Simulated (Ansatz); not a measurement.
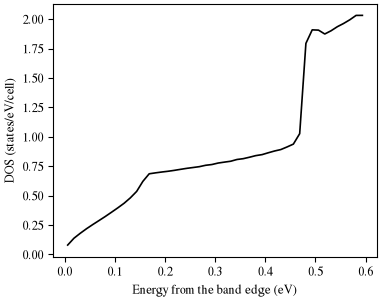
Figure: Density of states of LuSF (R-3m) below the valence band maximum, PBEsol, rigid bands (Ansatz, a program for electronic structure); cell volume 107.6 Å³.

Task: What effective density of states at 300 K does this give (∫ g(E) exp(−E/k_BT) dE, both spins, divided by the cell's size)?

Result: 3.7e19 cm⁻³, a density-of-states mass of 1.29 mₑ, valleys and band degeneracy included.

Spin-orbit coupling is left out; where it splits the top of the valence band, N_v and the p-type Seebeck coefficient come out somewhat high without it. Geometry: cell and atoms relaxed with PBEsol.

Formula and space group known from diffraction (Crystallography Open Database), not checked to be the room-temperature form: LuSF (R-3m).
